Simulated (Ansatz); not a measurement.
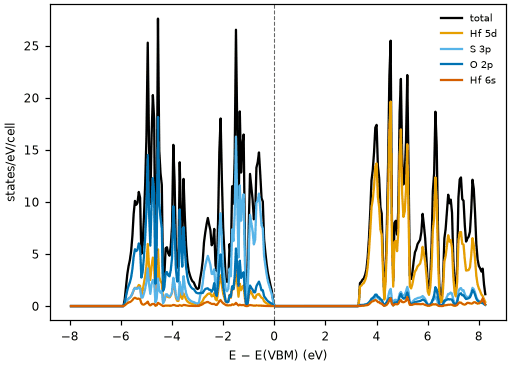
Fig. 1. Total and projected density of states of HfSO in space group P2_13 (No. 198; Hf on 4a, S on 4a, O on 4a), r²SCAN (plane waves, PAW; program Ansatz)

Which orbitals carry the states next to the gap?

Top 1 eV of the valence band: S 3p 73 %, O 2p 15 %, Hf 5d 8 %. Bottom 1 eV of the conduction band: Hf 5d 79 %, O 2p 6 %, S 3p 5 %. Projections are on Löwdin-orthogonalised atomic valence shells; empty p or d shells of many metals are not among them.

Where is the tallest occupied peak in this window, and what makes it?

Near -4.6 eV, about 28 states/eV per cell; the largest projected share is O 2p.

The workflow started from a Materials Project entry (that database holds measured and hypothetical structures alike); the Crystallography Open Database copy checked does not list it. Its standing as an ambient phase is unchecked. The r²SCAN relaxation kept the symmetry of its start; its stability against distortions is not shown here. The run is not spin-polarised. Scalar-relativistic: spin–orbit coupling is off unless named, which matters more the heavier the elements.

Potentials: the later of the program's two PAW sets.
